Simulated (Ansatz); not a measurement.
Geometry relaxation of SnH₄BrClO

System: SnH₄BrClO.
Method: RKS PBE0/def2-SVP (Ansatz 0.2.0).

The input holds or restrains some coordinates. It belongs to a series of runs on one base structure; here: pulled along the bonds that form and break, towards end A.

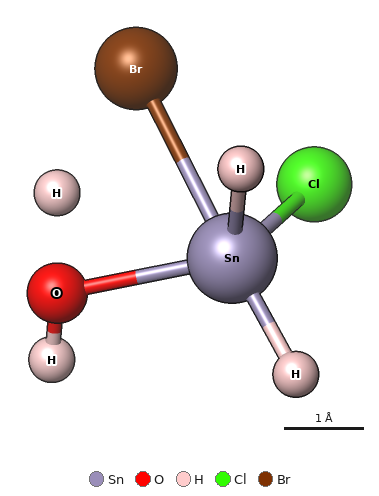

Fig. 1: The input geometry (ball-and-stick view, seen at a tilt). Sticks mark near contacts. Bond lengths as drawn: Br–Sn 2.89 Å, Cl–Sn 2.41 Å, H–O 1.01 Å, H–Sn 1.74 Å and O–Sn 2.31 Å.

The input
```yaml
crystal:
  periodic: [false, false, false]
  atoms:
    - { symbol: Sn, position_ang: [0.0, 0.0, 0.0] }
    - { symbol: O, position_ang: [0.0, 0.0, 2.31] }
    - { symbol: H, position_ang: [-0.9095, -0.2814, 2.6471] }
    - { symbol: H, position_ang: [1.6408, 0.0, -0.5794] }
    - { symbol: Cl, position_ang: [-1.1351, 1.9666, -0.8025] }
    - { symbol: H, position_ang: [-0.8195, -1.4198, -0.5794] }
    - { symbol: Br, position_ang: [1.0834, 2.5195, 0.9113] }
    - { symbol: H, position_ang: [0.5206, 1.2107, 2.1414] }
basis:
  gaussian: { orbitals: def2-SVP }
hamiltonian:
  xc: pbe0
relax:
  f_tol: 0.15
  max_steps: 25
  restrain:
    - { distance: [0, 6], at: 3.79, k: 30.0 }
    - { distance: [7, 1], at: 2.21, k: 30.0 }
    - { distance: [0, 1], at: 1.96, k: 30.0 }
    - { distance: [7, 6], at: 1.55, k: 30.0 }
output:
  orbitals: {}
```

Hardware: 4 threads of Arm Neoverse V1, 24 GiB of memory available, shared host.

Launched with:
```bash
ansatz run input.yaml --threads 4 --pin off --max-ram 5120MiB --backend cpu --events-out ev --progress --plain --runs-dir out
```

The program's output
```
The last accepted step is kept in [file] (removed where the run ends without a failure and the disk answers)
Engine: ansatz 0.2.0, aarch64-unknown-linux-gnu
Functional definition: PBE0
  parameter a = 0.25
  parameter kappa = 0.804
  parameter beta = 0.06672455060314922
  exchange = (1 - a)*pbe_x(kappa = kappa, mu = beta*pi^2/3) + a*exact_x
  correlation = pbe_c(beta = beta)
1229 factors; integrals over basis functions are off by at most 3.5e-4 eV
mean field evaluation 1: about -90479.8168 eV, gradient 4.4e1 eV
mean field evaluation 2: about -90467.1947 eV, gradient 8.9e1 eV
mean field evaluation 4: about -90483.6553 eV, gradient 4.8e0 eV
mean field evaluation 8: about -90483.7465 eV, gradient 6.2e-2 eV
mean field evaluation 16: about -90483.7465 eV, gradient 8.2e-5 eV
mean field -90483.74646901 eV, -3325.2163506498 hartree, gradient 8.2e-5 eV, S^2 0.000000; 0 other end points of the search recorded, 0 dependent functions left out
the calculation of the forces begins
reference -90483.74649793 eV, -3325.2163517128 hartree; 43, 43 occupied and 67, 67 virtual orbitals, 1229 factors
relax step   1: F+E_penalty+E_count = -90483.74646901 eV  Δ(F+E_penalty+E_count) = +0.000e0 eV  max|allowed force component| = 2.587e0 eV/Å  E_restraint = 27.29561172 eV  max|allowed force component, restraints' pulls added| = 3.052e1 eV/Å  Δτ_max = 0.0000 Å  (27 SCF iters, accepted)
  distance Sn 0 - Br 6 = 2.8900 Å
  distance H 7 - O 1 = 1.3286 Å
  distance Sn 0 - O 1 = 2.3100 Å
  distance H 7 - Br 6 = 1.8822 Å
these checks for a lower state are left out or cut short: starts, cluster_reference, orbital_swaps, neighbouring_geometries, increment
1229 factors; integrals over basis functions are off by at most 3.4e-4 eV
mean field -90483.93318006 eV, -3325.2232121543 hartree, gradient 1.7e-5 eV, S^2 0.000000; 0 other end points of the search recorded, 0 dependent functions left out
the calculation of the forces begins
reference -90483.93320929 eV, -3325.2232132287 hartree; 43, 43 occupied and 67, 67 virtual orbitals, 1229 factors
relax step   2: F+E_penalty+E_count = -90483.93318006 eV  Δ(F+E_penalty+E_count) = -1.867e-1 eV  max|allowed force component| = 3.179e0 eV/Å  E_restraint = 11.76796989 eV  max|allowed force component, restraints' pulls added| = 2.167e1 eV/Å  Δτ_max = 0.1949 Å  (35 SCF iters, accepted)
  distance Sn 0 - Br 6 = 3.2106 Å
  distance H 7 - O 1 = 1.6158 Å
  distance Sn 0 - O 1 = 2.2049 Å
  distance H 7 - Br 6 = 1.7393 Å
these checks for a lower state are left out or cut short: starts, cluster_reference, orbital_swaps, neighbouring_geometries, increment
1229 factors; integrals over basis functions are off by at most 4.1e-4 eV
mean field -90484.26153256 eV, -3325.2352788863 hartree, gradient 1.7e-5 eV, S^2 0.000000; 0 other end points of the search recorded, 0 dependent functions left out
the calculation of the forces begins
reference -90484.26156208 eV, -3325.2352799711 hartree; 43, 43 occupied and 67, 67 virtual orbitals, 1229 factors
relax step   3: F+E_penalty+E_count = -90484.26153256 eV  Δ(F+E_penalty+E_count) = -3.284e-1 eV  max|allowed force component| = 3.809e0 eV/Å  E_restraint = 3.50186309 eV  max|allowed force component, restraints' pulls added| = 1.024e1 eV/Å  Δτ_max = 0.1949 Å  (30 SCF iters, accepted)
  distance Sn 0 - Br 6 = 3.4212 Å
  distance H 7 - O 1 = 1.9338 Å
  distance Sn 0 - O 1 = 2.0976 Å
  distance H 7 - Br 6 = 1.5977 Å
these checks for a lower state are left out or cut short: starts, cluster_reference, orbital_swaps, neighbouring_geometries, increment
1229 factors; integrals over basis functions are off by at most 5.5e-4 eV
mean field evaluation 32: about -90484.6305 eV, gradient 1.1e1 eV
mean field -90484.83633883 eV, -3325.2564026272 hartree, gradient 1.6e-5 eV, S^2 0.000000; 0 other end points of the search recorded, 0 dependent functions left out
the calculation of the forces begins
reference -90484.83636863 eV, -3325.2564037220 hartree; 43, 43 occupied and 67, 67 virtual orbitals, 1229 factors
relax step   4: F+E_penalty+E_count = -90484.83633883 eV  Δ(F+E_penalty+E_count) = -5.748e-1 eV  max|allowed force component| = 2.614e0 eV/Å  E_restraint = 0.32840493 eV  max|allowed force component, restraints' pulls added| = 3.104e0 eV/Å  Δτ_max = 0.1949 Å  (30 SCF iters, accepted)
  distance Sn 0 - Br 6 = 3.6537 Å
  distance H 7 - O 1 = 2.1777 Å
  distance Sn 0 - O 1 = 1.9960 Å
  distance H 7 - Br 6 = 1.5189 Å
these checks for a lower state are left out or cut short: starts, cluster_reference, orbital_swaps, neighbouring_geometries, increment
1229 factors; integrals over basis functions are off by at most 5.8e-4 eV
mean field -90485.27209330 eV, -3325.2724163084 hartree, gradient 1.5e-5 eV, S^2 0.000000; 0 other end points of the search recorded, 0 dependent functions left out
the calculation of the forces begins
reference -90485.27212310 eV, -3325.2724174035 hartree; 43, 43 occupied and 67, 67 virtual orbitals, 1229 factors
relax step   5: F+E_penalty+E_count = -90485.27209330 eV  Δ(F+E_penalty+E_count) = -4.358e-1 eV  max|allowed force component| = 1.142e0 eV/Å  E_restraint = 0.03335943 eV  max|allowed force component, restraints' pulls added| = 5.059e-1 eV/Å  Δτ_max = 0.1939 Å  (29 SCF iters, accepted)
  distance Sn 0 - Br 6 = 3.7796 Å
  distance H 7 - O 1 = 2.2078 Å
  distance Sn 0 - O 1 = 1.9732 Å
  distance H 7 - Br 6 = 1.5060 Å
these checks for a lower state are left out or cut short: starts, cluster_reference, orbital_swaps, neighbouring_geometries, increment
1229 factors; integrals over basis functions are off by at most 5.7e-4 eV
mean field -90485.33728610 eV, -3325.2748120996 hartree, gradient 1.8e-5 eV, S^2 0.000000; 0 other end points of the search recorded, 0 dependent functions left out
the calculation of the forces begins
reference -90485.33731611 eV, -3325.2748132026 hartree; 43, 43 occupied and 67, 67 virtual orbitals, 1229 factors
relax step   6: F+E_penalty+E_count = -90485.33728610 eV  Δ(F+E_penalty+E_count) = -6.519e-2 eV  max|allowed force component| = 1.067e0 eV/Å  E_restraint = 0.03664460 eV  max|allowed force component, restraints' pulls added| = 3.253e-1 eV/Å  Δτ_max = 0.1993 Å  (29 SCF iters, accepted)
  distance Sn 0 - Br 6 = 3.7938 Å
  distance H 7 - O 1 = 2.2024 Å
  distance Sn 0 - O 1 = 1.9717 Å
  distance H 7 - Br 6 = 1.5027 Å
these checks for a lower state are left out or cut short: starts, cluster_reference, orbital_swaps, neighbouring_geometries, increment
1229 factors; integrals over basis functions are off by at most 5.5e-4 eV
mean field -90485.35402704 eV, -3325.2754273180 hartree, gradient 1.8e-5 eV, S^2 0.000000; 0 other end points of the search recorded, 0 dependent functions left out
the calculation of the forces begins
reference -90485.35405733 eV, -3325.2754284310 hartree; 43, 43 occupied and 67, 67 virtual orbitals, 1229 factors
relax step   7: F+E_penalty+E_count = -90485.35402704 eV  Δ(F+E_penalty+E_count) = -1.674e-2 eV  max|allowed force component| = 1.022e0 eV/Å  E_restraint = 0.04380644 eV  max|allowed force component, restraints' pulls added| = 1.244e-1 eV/Å  Δτ_max = 0.1121 Å  (29 SCF iters, accepted)
  distance Sn 0 - Br 6 = 3.7928 Å
  distance H 7 - O 1 = 2.1983 Å
  distance Sn 0 - O 1 = 1.9726 Å
  distance H 7 - Br 6 = 1.4988 Å
1229 factors; integrals over basis functions are off by at most 5.5e-4 eV
mean field evaluation 64: about -90485.0933 eV, gradient 8.9e0 eV
```

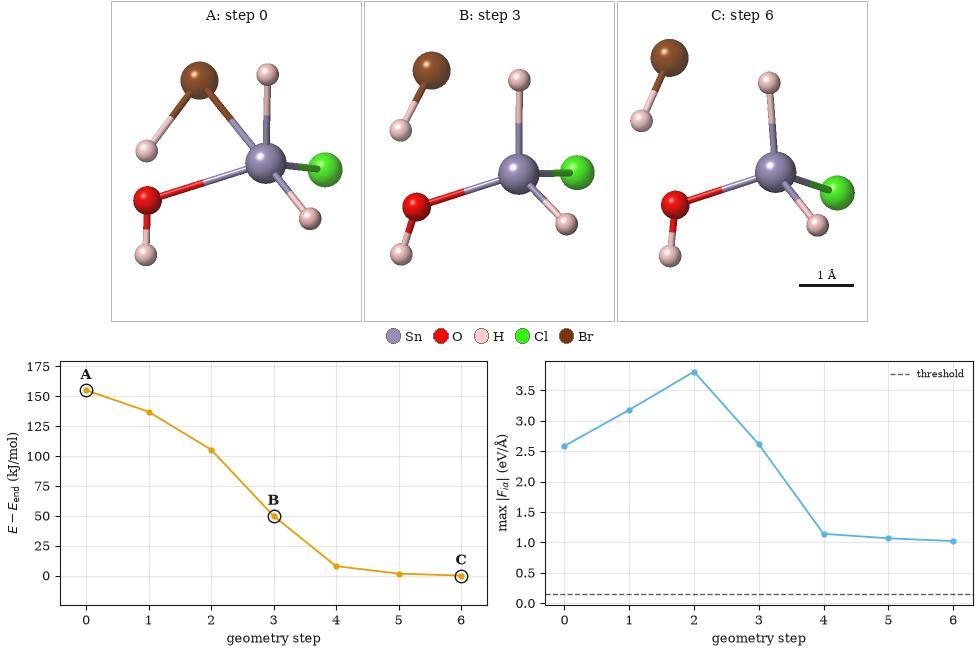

Fig. 2: Frames of the restrained relaxation (ball-and-stick view, seen at a tilt) above the curves, on which the letters mark them (the first geometry is step 0 here and step 1 in the log).

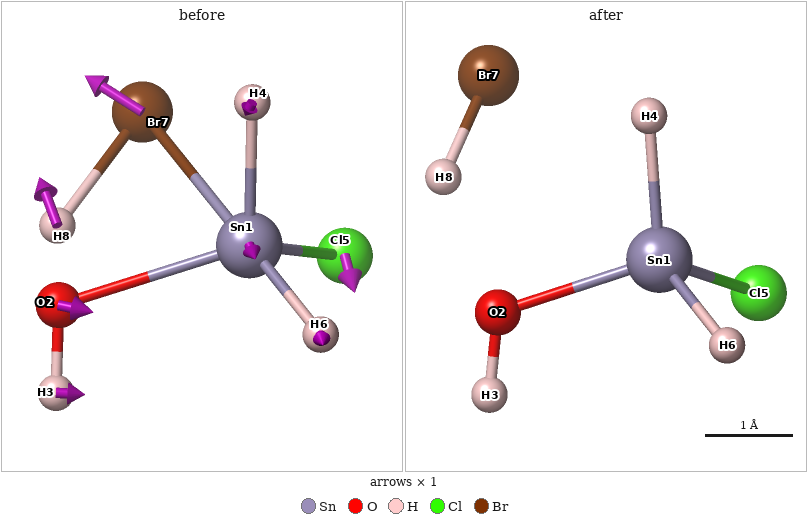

Fig. 3: Before (left) and after (right) the restrained relaxation, at one scale (ball-and-stick view, seen at a tilt). The pink arrows give the displacements, at true length. The atom that moves furthest after the best rigid fit is Br7 (0.81 Å). Largest moves by element: Br 0.81 Å, H 0.69 Å, Cl 0.51 Å, O 0.42 Å, Sn 0.23 Å. Among the contacts that change: Sn1–Br7 2.890 → 3.793 Å, Br7–H8 1.882 → 1.499 Å, Sn1–O2 2.310 → 1.973 Å, Sn1–Cl5 2.408 → 2.347 Å. Bonds break: Sn1–Br7 (2.89 → 3.79 Å). Among the angles that change: H4–Sn1–H6 109.5° → 117.4°, Sn1–O2–H3 109.5° → 114.7°, O2–Sn1–H4 109.4° → 105.1°. The energy falls by 155.1 kJ/mol in 6 geometry steps. The largest force component goes from 2.6 to 1 eV/Å. (Atoms are counted from 1 in the order of the input.)

```
mean field -90485.35402704 eV, -3325.2754273180 hartree, gradient 1.8e-5 eV, S^2 0.000000; 1 other end points of the search recorded, 0 dependent functions left out
the calculation of the forces begins
reference -90485.35405733 eV, -3325.2754284310 hartree; 43, 43 occupied and 67, 67 virtual orbitals, 1229 factors
Total energy: -90485.35405733 eV, -3325.2754284310 hartree
Atom 0 at    -0.117067    -0.191874    -0.024297 Å, force    -0.056394    -0.127332    -0.488267 eV/Å
Atom 1 at    -0.165653    -0.117599     1.946329 Å, force     0.276076     0.203068     0.356006 eV/Å
Atom 2 at    -1.026743    -0.300665     2.333939 Å, force    -0.124364     0.018893     0.043959 eV/Å
Atom 3 at     1.506257     0.056735    -0.434953 Å, force     0.032013     0.030952    -0.009616 eV/Å
Atom 4 at    -1.481549     1.543408    -0.822736 Å, force    -0.028569     0.004024    -0.020488 eV/Å
Atom 5 at    -0.853509    -1.637207    -0.567662 Å, force    -0.014750    -0.006156     0.052333 eV/Å
Atom 6 at     1.569006     2.882869     1.420886 Å, force    -0.527375    -1.022469     0.814323 eV/Å
Atom 7 at     0.949958     1.759932     2.196993 Å, force     0.443362     0.899018    -0.748249 eV/Å
Dipole moment:    -0.094653    -0.652095     0.046967 e Å
```

Trajectory as extended XYZ (Å, eV, eV/Å), 7 frames, from step=1 to step=7
```
8
Properties=species:S:1:pos:R:3:forces:R:3 step=1 energy=-90483.74647
Sn    0.0000    0.0000    0.0000    0.7176   1.0687   0.0993
O     0.0000    0.0000    2.3100   -0.5033   0.4273  -1.9065
H    -0.9095   -0.2814    2.6471    1.5903   1.1315  -0.3314
H     1.6408    0.0000   -0.5794   -0.4722  -0.3637   0.2183
Cl   -1.1351    1.9666   -0.8025   -1.4635  -1.4299  -0.9474
H    -0.8195   -1.4198   -0.5794   -0.2134   0.2419   0.5676
Br    1.0834    2.5195    0.9113    1.1650  -0.5678   2.5871
H     0.5206    1.2107    2.1414   -0.8206  -0.5079  -0.2870
8
Properties=species:S:1:pos:R:3:forces:R:3 step=2 energy=-90483.93318
Sn   -0.0603   -0.1437    0.0164    1.6418   3.1791   0.8680
O    -0.0417   -0.1105    2.2210   -0.1996   0.4289  -1.8292
H    -0.9124   -0.2790    2.6502    0.6665   0.3251  -0.4736
H     1.6309   -0.0053   -0.5753   -1.0981  -0.3031   0.5922
Cl   -1.1476    1.9429   -0.8096   -0.3748  -1.9115  -0.0687
H    -0.8275   -1.4268   -0.5764   -1.1256  -1.3897  -0.2855
Br    1.1532    2.6463    1.0418    0.1200  -1.4840   2.4515
H     0.5861    1.3717    2.0805    0.3699   1.1552  -1.2547
8
Properties=species:S:1:pos:R:3:forces:R:3 step=3 energy=-90484.26153
Sn   -0.0950   -0.2289    0.0394    1.9200   3.8086   0.8503
O    -0.0890   -0.2316    2.1369    0.2662   0.3703  -1.3218
H    -0.9164   -0.2824    2.6432    0.0596   0.0207  -0.5001
H     1.6106   -0.0089   -0.5635   -1.2877  -0.3476   0.7381
Cl   -1.1433    1.9136   -0.8028   -0.0280  -1.9346   0.2457
H    -0.8492   -1.4569   -0.5861   -1.4553  -1.9852  -0.7583
Br    1.1997    2.7429    1.1335   -0.1638  -1.4766   2.0259
H     0.6633    1.5477    2.0479    0.6890   1.5443  -1.2798
8
Properties=species:S:1:pos:R:3:forces:R:3 step=4 energy=-90484.83634
Sn   -0.1116   -0.2769    0.0411    1.0194   2.6144  -0.4076
O    -0.1146   -0.3020    2.0370    0.0296   0.2967   0.2045
H    -0.9106   -0.2862    2.5998    0.2617  -0.0259  -0.7042
H     1.5520   -0.0269   -0.5247   -0.8326  -0.3125   0.5705
Cl   -1.1381    1.8320   -0.7833    0.0842  -1.4930   0.3421
H    -0.9037   -1.5282   -0.6175   -0.8637  -1.1225  -0.4142
Br    1.2712    2.8812    1.2507   -0.2578  -1.1556   1.2590
H     0.7361    1.7027    2.0454    0.5592   1.1984  -0.8501
8
Properties=species:S:1:pos:R:3:forces:R:3 step=5 energy=-90485.27209
Sn   -0.1044   -0.2236   -0.0212   -0.1732  -0.1922  -0.3386
O    -0.0840   -0.2463    1.9518   -0.0667   0.3118   0.7346
H    -0.8996   -0.2897    2.4792    0.2541   0.0057  -0.5059
H     1.5178   -0.0855   -0.4391    0.2449  -0.0028  -0.0138
Cl   -1.2409    1.6677   -0.7875   -0.2434   0.0790  -0.0694
H    -0.9701   -1.5637   -0.6189   -0.0682  -0.0744   0.0419
Br    1.3672    2.9634    1.3800   -0.4623  -1.1418   0.8755
H     0.7947    1.7734    2.1041    0.5147   1.0148  -0.7241
8
Properties=species:S:1:pos:R:3:forces:R:3 step=6 energy=-90485.33729
Sn   -0.1279   -0.2218   -0.0341    0.1290  -0.0611  -0.5198
O    -0.1039   -0.1818    1.9370   -0.2146   0.2168   0.5883
H    -0.9849   -0.1969    2.3405    0.2079  -0.0061  -0.0666
H     1.4998    0.0201   -0.4236    0.0736  -0.0076  -0.0793
Cl   -1.4195    1.5800   -0.7991   -0.1072  -0.0214  -0.0144
H    -0.8843   -1.6458   -0.5972   -0.0596  -0.0034   0.0475
Br    1.4717    2.8981    1.4151   -0.4531  -1.0671   0.8865
H     0.9296    1.7438    2.2100    0.4240   0.9500  -0.8421
8
Properties=species:S:1:pos:R:3:forces:R:3 step=7 energy=-90485.35403
Sn   -0.1171   -0.1919   -0.0243   -0.0564  -0.1273  -0.4883
O    -0.1657   -0.1176    1.9463    0.2761   0.2031   0.3560
H    -1.0267   -0.3007    2.3339   -0.1244   0.0189   0.0440
H     1.5063    0.0567   -0.4350    0.0320   0.0310  -0.0096
Cl   -1.4815    1.5434   -0.8227   -0.0286   0.0040  -0.0205
H    -0.8535   -1.6372   -0.5677   -0.0147  -0.0062   0.0523
Br    1.5690    2.8829    1.4209   -0.5274  -1.0225   0.8143
H     0.9500    1.7599    2.1970    0.4434   0.8990  -0.7482
```

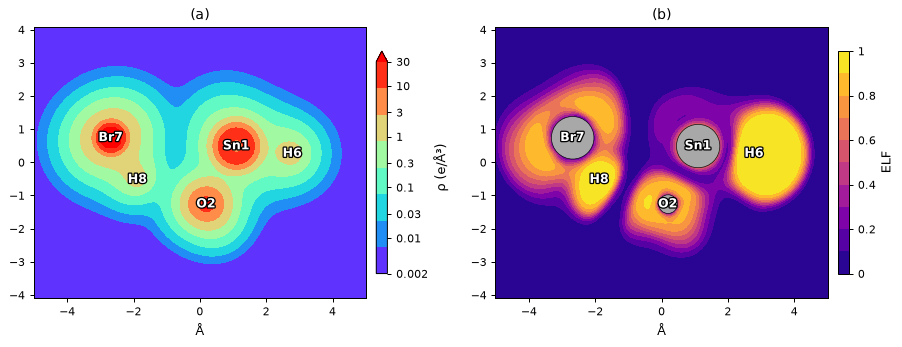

Fig. 4: (a) electron density; (b) electron localisation function on the plane of atoms O2, Sn1 and H6. Grey discs, where drawn, cover atomic cores. Sn–O (1.97 Å): ρ at the midpoint is about 0.74 e/Å³; the ELF peaks at about 0.85 in the valence shell of O, 0.6 Å from its nucleus, and drops to about 0.15 between the two atoms. Br–H (1.50 Å): ρ is about 1.4 e/Å³ halfway, with its minimum of 1.2 e/Å³ about 1.0 Å from Br; the ELF climbs to about 1 towards the hydrogen, as it does in any bond to H.

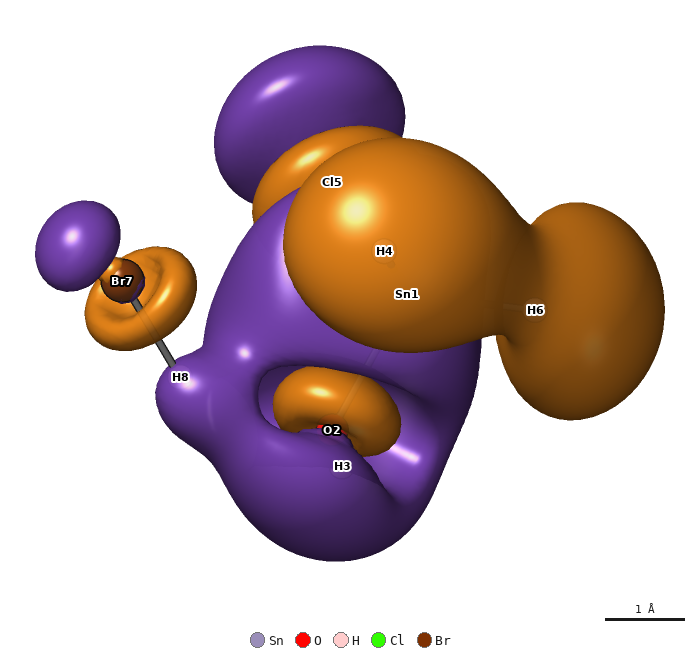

Fig. 5: One frontier orbital at ±0.05 Å⁻³ᐟ² (orange and purple are the two phases), seen at a tilt. The LUMO, at −0.88 eV. It lies mainly on Sn1 (40 %), Cl5 (20 %), O2 (10 %), H6 (10 %) and H4 (10 %).

Summary

- outcome: converged under the restraints of the input
- total energy: −90485.3541 eV
- mean-field energy: −90485.3541 eV
- largest force (length of the vector) at the end, held atoms and coordinates included: 1.409 eV/Å
- wall time: 18 s (CPU time 67 s)
- peak memory: 0.3 GiB
